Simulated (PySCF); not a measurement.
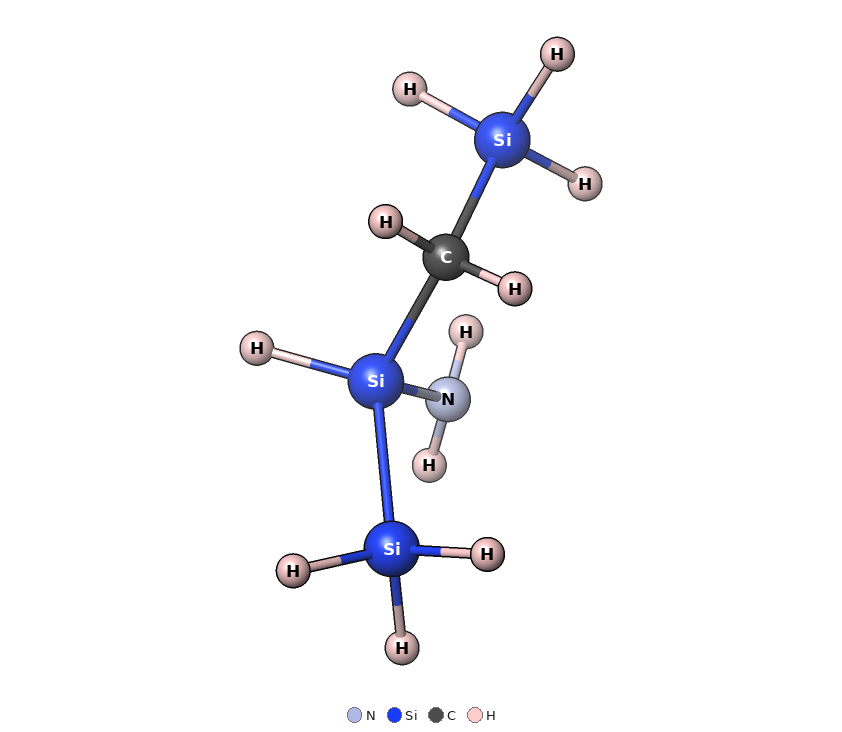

Orthographic view. Atoms fade into the background with distance from the viewer. Geometry: an image of a reaction path computed with GFN2-xTB, not a minimum.

Give the standard InChI.

Answer. InChI=1S/CH11NSi3/c2-5(4)1-3/h5H,1-2H2,3-4H3/t5-/m0/s1
